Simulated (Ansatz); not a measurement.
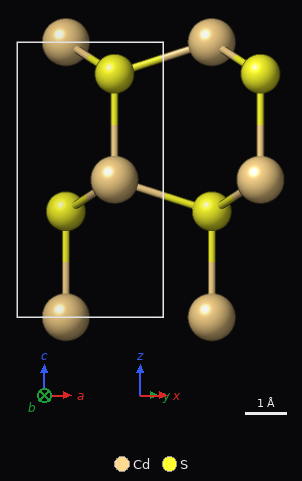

Energy scan for crystalline CdS (P6_3mc), in which the ratio of the cell's length along z to its lengths across, counted as 1 for the reference, is changed at fixed volume (a c/a path), with the atoms kept at their fractional coordinates. x, y and z are the Cartesian axes of the input. The picture shows the reference cell. Style: ball-and-stick. Shown: the cell of the calculation, repeated 2 × 2 × 1 with one cell outlined, along the b axis.

Level of theory: DFT PBE, scalar-relativistic, plane waves, PAW in Ansatz 0.2.0. Settings: plane-wave cutoff 420 eV; k-point mesh 9 × 9 × 6; occupations gaussian; smearing width 0.05 eV; no spin polarisation. Energies (free energies at the smearing named) are counted from the cell as listed in its source, which wasn't relaxed.

```
CELL_PARAMETERS angstrom
4.13480 0.00000 0.00000
-2.06740 3.58084 0.00000
0.00000 0.00000 6.74900
ATOMIC_POSITIONS crystal
Cd 0.33333 0.66667 0.00000
Cd 0.66667 0.33333 0.50000
S 0.33333 0.66667 0.38500
S 0.66667 0.33333 0.88500
```

Question: Give the energy at each point (the relative ratio: 0.80, 0.85, 0.92, 0.96, 1.00, 1.05, 1.10, 1.20, 1.30).

Answer:
| axial ratio over its reference value | E − E(ref) (meV/atom) |
| --- | --- |
| 0.80 | 254 |
| 0.85 | 115 |
| 0.92 | 18 |
| 0.96 | −1 |
| 1.00 | 0 |
| 1.05 | 23 |
| 1.10 | 63 |
| 1.20 | 182 |
| 1.30 | 332 |

Of the computed points the lowest is at the relative ratio 0.96, −1 meV/atom. The end points stand at 254 meV/atom (0.80) and 332 meV/atom (1.30). The unrelaxed reference is under a pressure of 2.5 GPa. The distortion keeps the space group P6_3mc. At the relative ratio 1.30 the cell of the drawing goes a 4.135 → 3.789 Å, b 4.135 → 3.789 Å, c 6.749 → 8.039 Å.

As a plot:

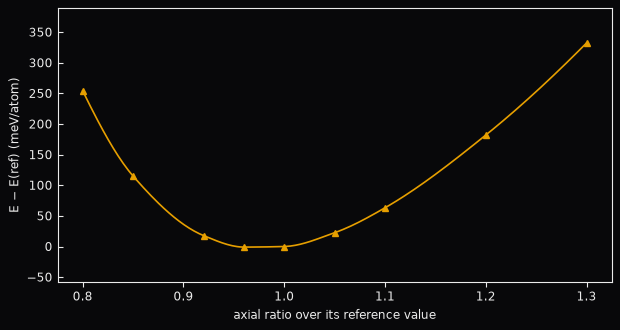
